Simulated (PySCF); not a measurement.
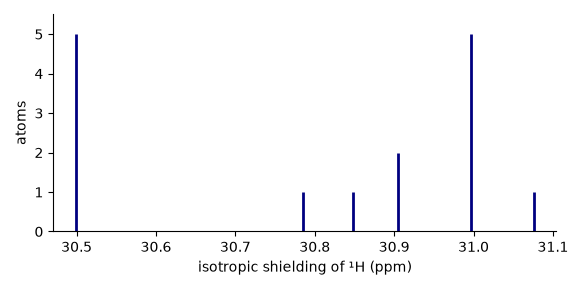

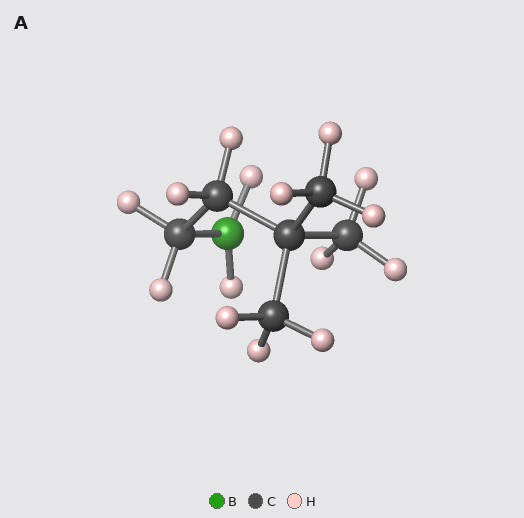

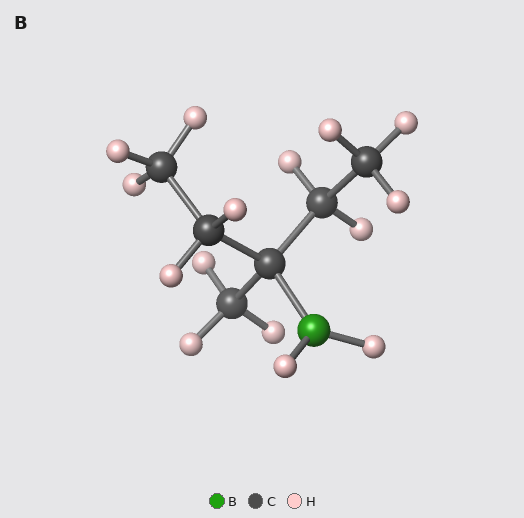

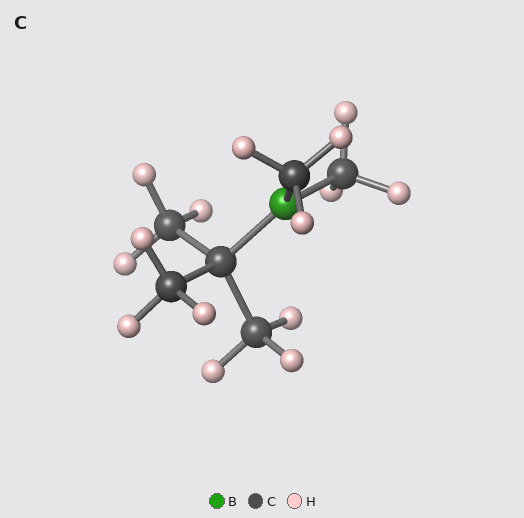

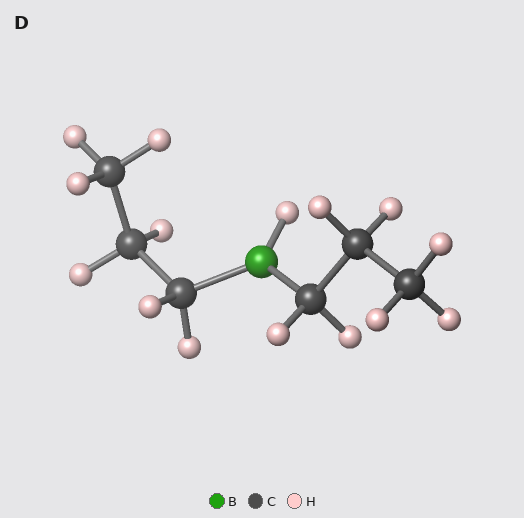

The sticks are computed shieldings of one of the molecules, for one fixed geometry (GFN2-xTB) without averaging over rotations. Low shielding means a high chemical shift. Method: GIAO PBE0/pcSseg-1 NMR shielding, non-relativistic, gas phase (PySCF 2.14.0).

Question: Match the spectrum to a structure.

Answer: C, `CB(C)C(C)(C)C`. Its 15 H atoms give lines at 30.50 (5 atoms), 30.79, 30.85, 30.90 (2 atoms), 31.00 (5 atoms), 31.08 ppm.

The geometry is semi-empirical. Around B such bond lengths and angles can be off by a tenth of an ångström or more and by several degrees, and values that hang on the shape move with them.
